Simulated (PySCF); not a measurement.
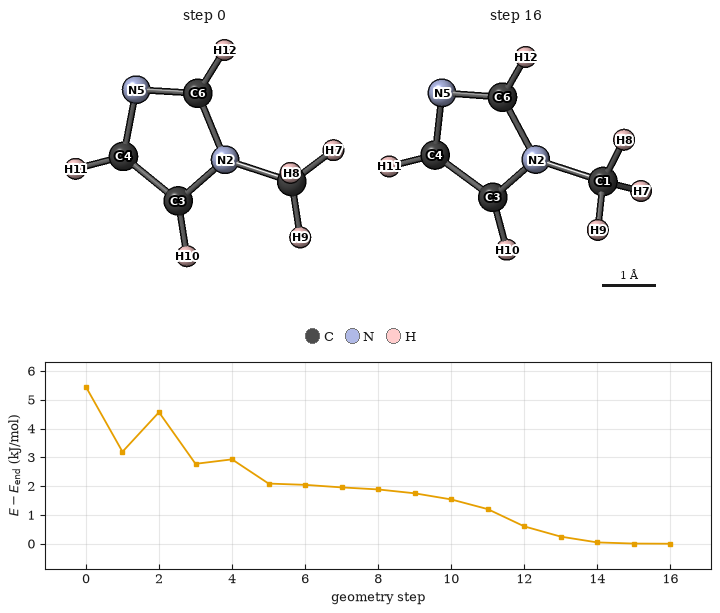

First and last geometry of a relaxation of C4H6N2, with the history of the run. A ball-and-stick model, seen at a tilt.

The start comes from MMFF94s.

Computed with PySCF 2.14.0, density-fitted response routines, PBE0-D3(BJ)/def2-SVP geometry optimisation, gas phase. 

What do the curves and the structures tell?

Answer. It converged. Over 16 geometry steps the energy falls by 5.45 kJ/mol. H8 moves most after the best rigid fit: 0.88 Å. By element the largest moves are H 0.88 Å, C 0.23 Å, N 0.19 Å. Some distances before and after: N2–C3 1.365 → 1.373 Å, C1–H7 1.093 → 1.101 Å, C3–H10 1.081 → 1.088 Å, C4–N5 1.371 → 1.365 Å. Among the angles between lasting bonds that change: N2–C1–H7 108.5° → 111.1°, H7–C1–H8 110.5° → 108.4°. Groups turn about C1–N2 by about 60°. The run took of the order of 100 core-seconds on a shared host.
